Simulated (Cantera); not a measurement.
Charge: 1 mol Ti, 10 mol H2, equilibrated at 1852 °C.

Equilibrium computed with Cantera from the NASA thermochemical tables; the gas is ideal and each condensed phase is pure. Candidate condensed phases: Ti; 3 gas species. Kinetics and transport are ignored.

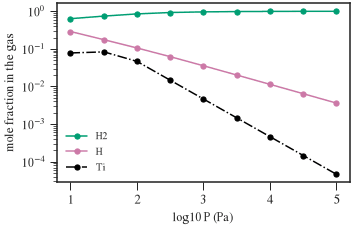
Fig. 1. Equilibrium gas composition (values under 1e-9 drawn at 1e-9)

From 10.0 Pa to 32.0 Pa nothing is condensed. From 1.00 mbar to 1.00 bar the condensed part is Ti(l). The main Ti-bearing gas is Ti throughout.
